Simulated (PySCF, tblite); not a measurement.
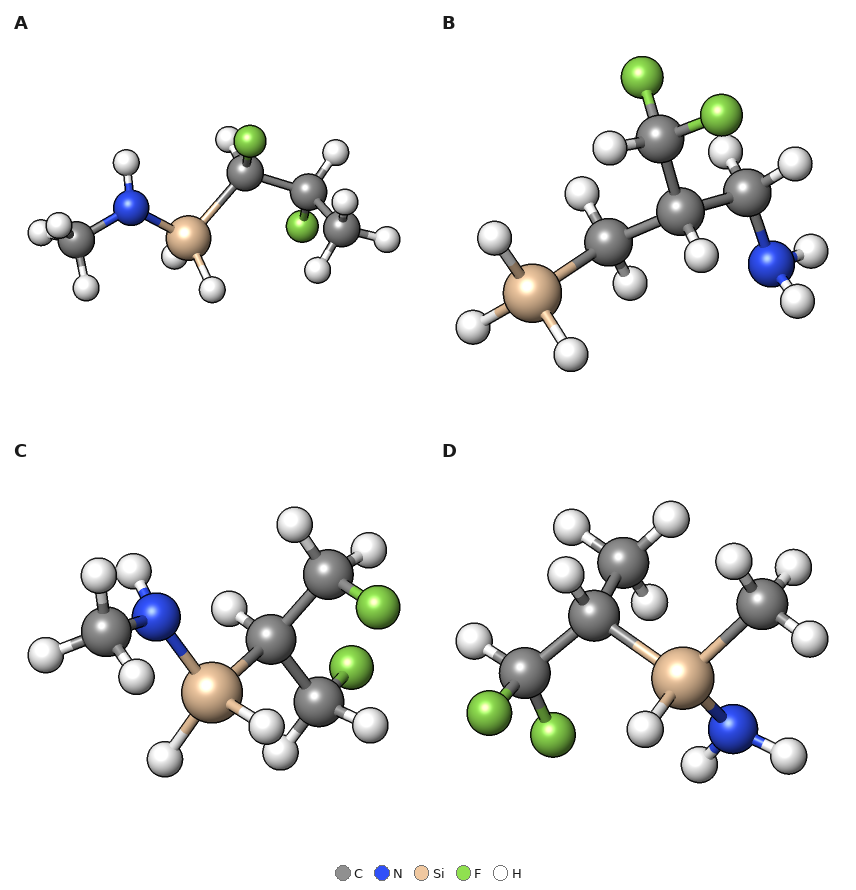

Figure made from data computed with PySCF and tblite.

```xyz
19
charge 0, multiplicity 1
C     3.2224    0.4533   -0.7933
N     1.9834    0.4658   -0.0569
Si    0.6401   -0.5114   -0.4519
C    -0.6267   -0.1019    0.9346
F    -0.6285    1.2528    1.2339
C    -2.0585   -0.5182    0.6117
C    -2.6968    0.2989   -0.4964
F    -2.0185   -1.8520    0.2407
H     3.0116    0.1884   -1.8261
H     3.9347   -0.2761   -0.3941
H     3.6885    1.4395   -0.7720
H     2.0951    0.8244    0.8792
H     0.1841   -0.1029   -1.7831
H     0.8291   -1.9683   -0.4107
H    -0.3260   -0.5998    1.8647
H    -2.6858   -0.4798    1.5142
H    -3.7238   -0.0231   -0.6510
H    -2.1456    0.1726   -1.4229
H    -2.6888    1.3472   -0.2130
```

> Which picture belongs to the input above?

A. The file holds C4H11F2NSi, `CN[SiH2][C@@H](F)[C@@H](C)F`.
